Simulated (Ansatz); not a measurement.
AlClF₂H₂S

Input

```
crystal:
  periodic: [false, false, false]
  atoms:
    - { symbol: Al, position_ang: [0.081592, 0.260176, -0.034149] }
    - { symbol: Cl, position_ang: [-0.096883, 0.342961, 2.140443] }
    - { symbol: F, position_ang: [1.499417, 0.672678, -0.755582] }
    - { symbol: F, position_ang: [-1.286456, 0.039566, -0.9183] }
    - { symbol: S, position_ang: [0.283332, -3.067148, 0.822412] }
    - { symbol: H, position_ang: [-1.040391, -3.157051, 0.577653] }
    - { symbol: H, position_ang: [0.080189, -2.215082, 1.888722] }
basis:
  gaussian: { orbitals: def2-SVP }
hamiltonian:
  xc: r2scanh
  dispersion: d4
relax:
  f_tol: 0.03
  max_steps: 50
output:
  orbitals: {}
```

Command:

```sh
ansatz run input.yaml --threads 4 --pin off --max-ram 5120MiB --backend cpu --events-out ev --progress --plain --runs-dir out
```

The fields are those of the run's last geometry, not of the input's.

The calculation used Ansatz 0.2.0, RKS r2SCANh-D4/def2-SVP.

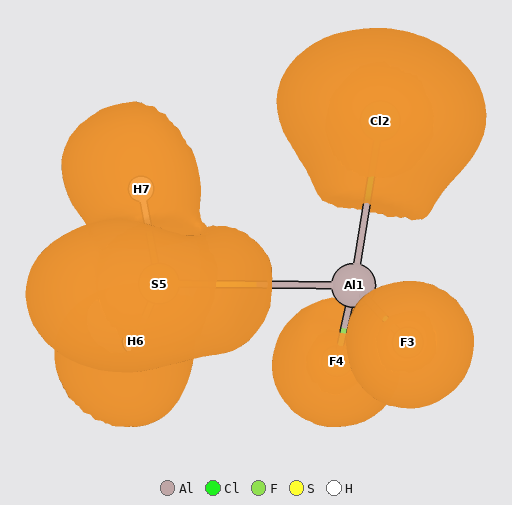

Figure 1. Isosurface of the ELF at 0.75 (orange), seen across its widest extent. Only the valence region is drawn (cores and ρ < 0.01 e/Å³ removed).

> Describe the localisation domains.

At this value the surface marks out one region on Cl in which the atom's valence shell and bonds are merged, two regions wrapped around F (the valence shell of each) and one joined region spread over several atoms (H, S), in which their bonds and any lone pairs are merged. Profiles from the grid: Al–F (1.66 Å): the ELF peaks at about 0.85 in the valence shell of F, 0.6 Å from its nucleus, and is about 0.30 at the midpoint. Al–Cl (2.10 Å): the ELF peaks at about 0.90 in the valence shell of Cl, 0.9 Å from its nucleus, and is about 0.80 at the midpoint.

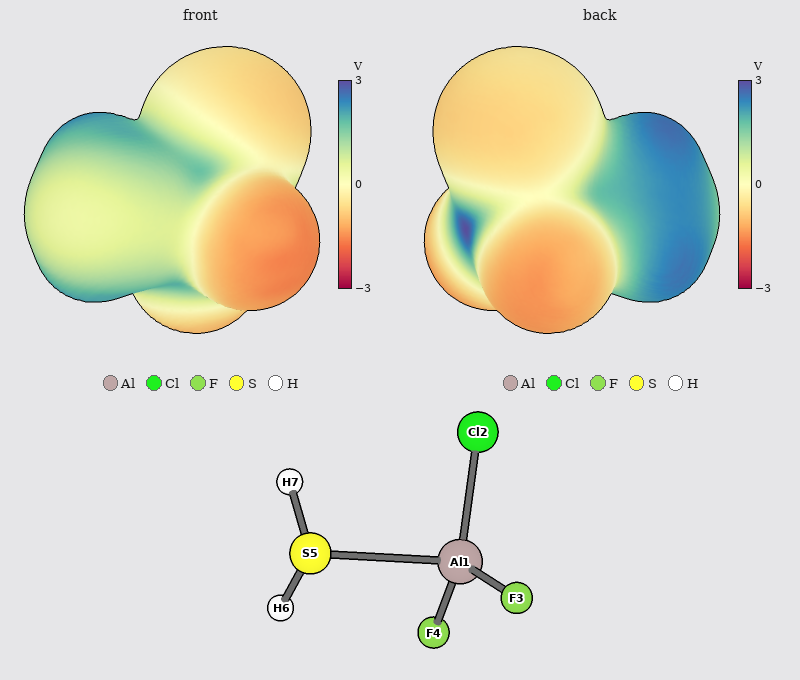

Figure 2. The electrostatic potential painted on the density surface at 0.002 e/bohr³, seen from the front and from behind; the colour scale runs from red (negative) to blue (positive). The bare structure is drawn below in the same view.

> Describe the electrostatic potential map.

The most negative region (about −1.6 V) lies over F3, the most positive (about +2.6 V) over Al1, H6 and H7.

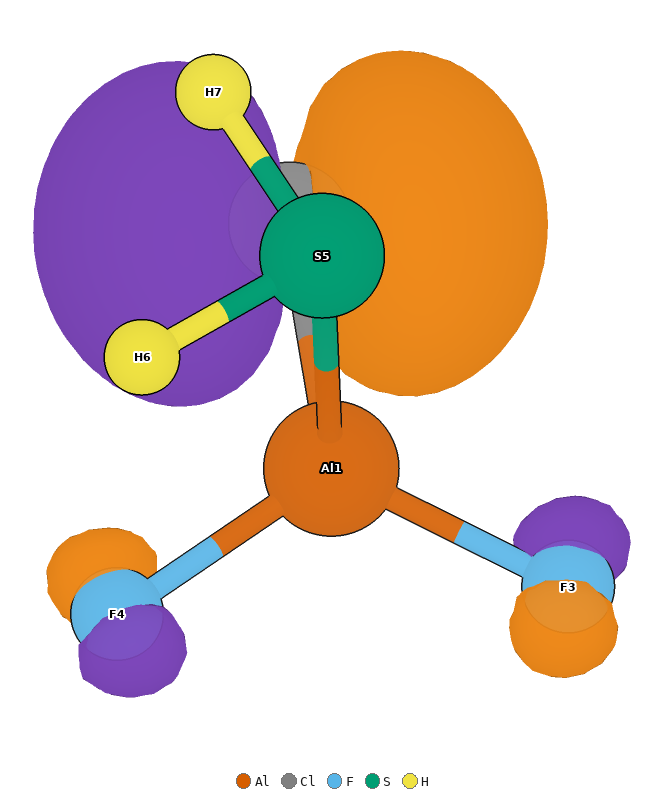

Figure 3. The HOMO at ±0.15 Å⁻³ᐟ² (orange and purple are the two phases), seen at an oblique angle.

> What is the character of this orbital?

Its weight (Hirshfeld) is mainly on Cl2 (about 85 %); largely a lone pair of Cl2. Its energy is −8.43 eV.
